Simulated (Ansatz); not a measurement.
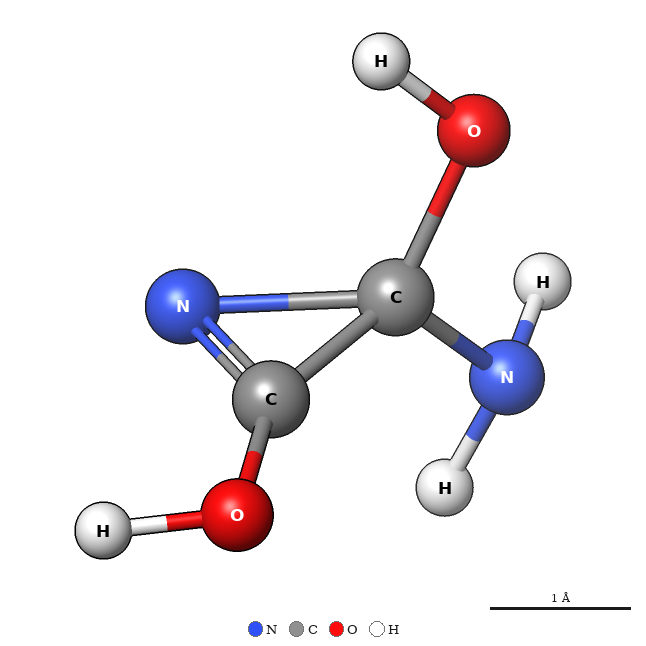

Ball-and-stick drawing of a structure.

The computed structure is the end point of a PBE0-D4/def2-TZVP optimisation.

Description:

Formula C₂H₄N₂O₂. Its SMILES string is `N[C@@]1(O)N=C1O`. Independent rings (smallest set): 1 of 3 members. Among its groups: alcohol, primary amine, imine. The point group is C1. Coordination, clear cases only: 1 N trigonal pyramidal; 2 O bent.

More results for the same structure follow; atom numbers are the same in all pictures, views and colours differ.

**Shape**

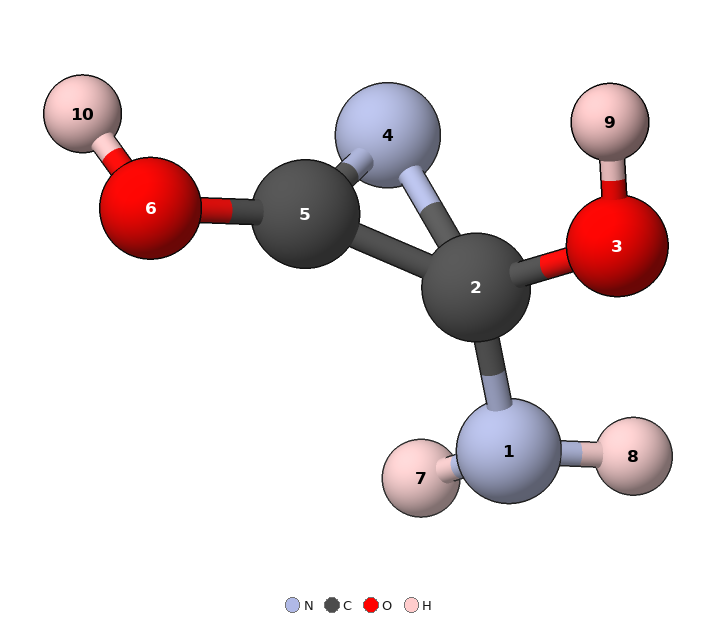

Numbered structure.

Estimate the angles C2–N1–H7, C2–N1–H8, N1–C2–O3, N1–C2–N4, N1–C2–C5, O3–C2–N4, O3–C2–C5, N4–C2–C5, C2–O3–H9, C2–N4–C5, C2–C5–N4, C2–C5–O6, N4–C5–O6, C5–O6–H10.

```
    angle  degrees
 C2–N1–H7    112.0
 C2–N1–H8    110.7
 N1–C2–O3    108.5
 N1–C2–N4    122.4
 N1–C2–C5    124.1
 O3–C2–N4    116.9
 O3–C2–C5    123.4
 N4–C2–C5     50.4
 C2–O3–H9    107.7
 C2–N4–C5     60.2
 C2–C5–N4     69.3
 C2–C5–O6    151.6
 N4–C5–O6    139.1
C5–O6–H10    108.2
```

**Levels of theory compared**

Program: Ansatz 0.2.0.

At this fixed geometry, give HOMO–LUMO gap (eV), HOMO energy (eV) at these levels: B3LYP-D4/def2-TZVPP; BHLYP-D4/def2-TZVPP; PBE0-D4/def2-QZVPP; PBE0-D4/def2-SVP; PBE0-D4/def2-TZVPP; revPBE-D4/def2-TZVPP.

```csv
level,HOMO–LUMO gap (eV),HOMO energy (eV)
B3LYP-D4/def2-TZVPP,6.69,−6.60
BHLYP-D4/def2-TZVPP,9.29,−8.11
PBE0-D4/def2-QZVPP,7.02,−6.86
PBE0-D4/def2-SVP,7.21,−6.53
PBE0-D4/def2-TZVPP,7.18,−6.79
revPBE-D4/def2-TZVPP,4.74,−5.36
```

**Vibrations**

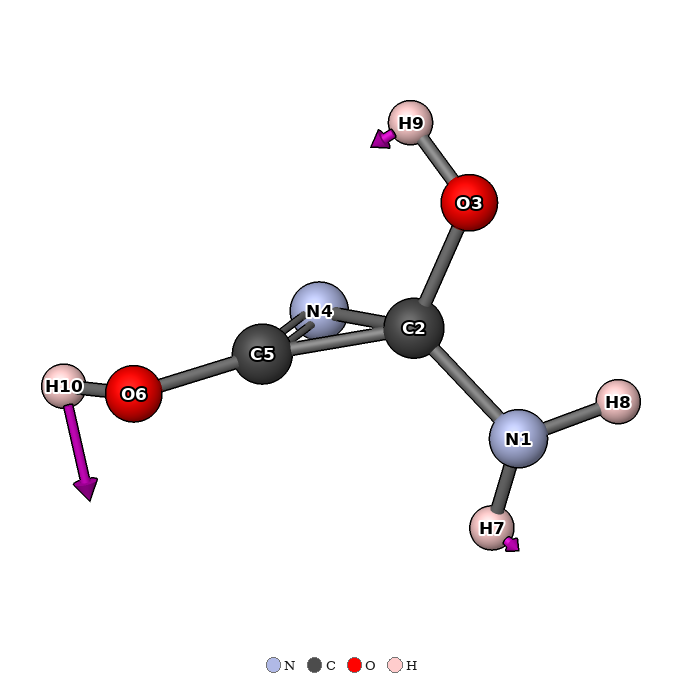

The arrows show one normal mode. Harmonic vibrations computed with RKS PBE0-D4/def2-TZVP (Ansatz 0.2.0) at a stationary point of the same level.

**At what wavenumber does it lie?**

524 cm⁻¹; it is mode 7 of 24 counted from the lowest.

**Dipole moment**

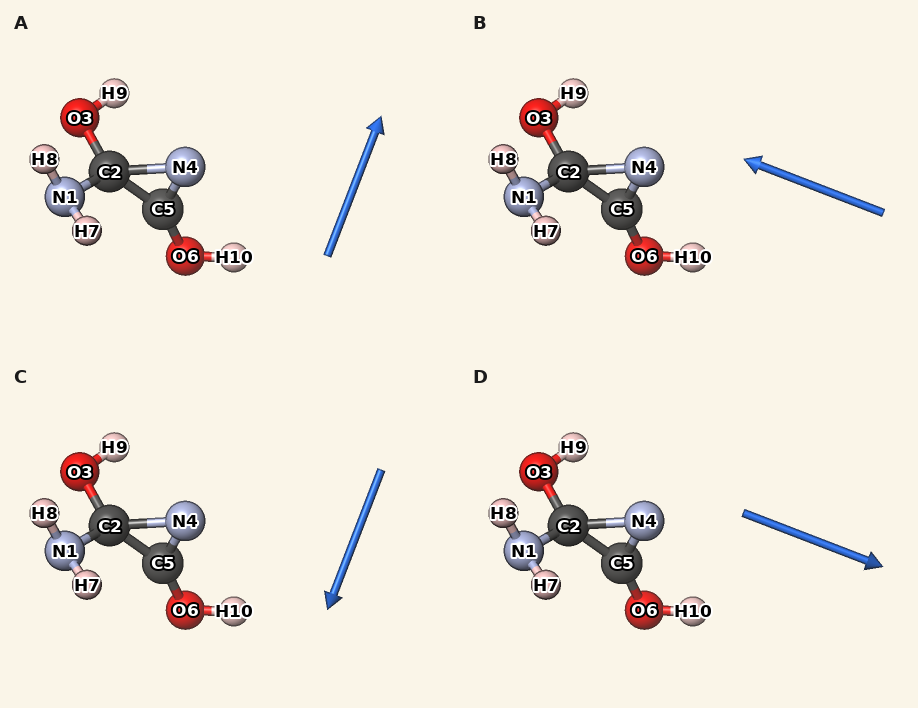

The same molecule four times, each with an arrow. Properties computed with RKS r2SCAN-D4/def2-TZVPP (Ansatz 0.2.0).

**Which arrow points along the dipole moment, from the negative to the positive end?**

D. The dipole moment is 1.63 D; it points from the side of H8 to the side of H10 (the outermost atoms at the two ends).
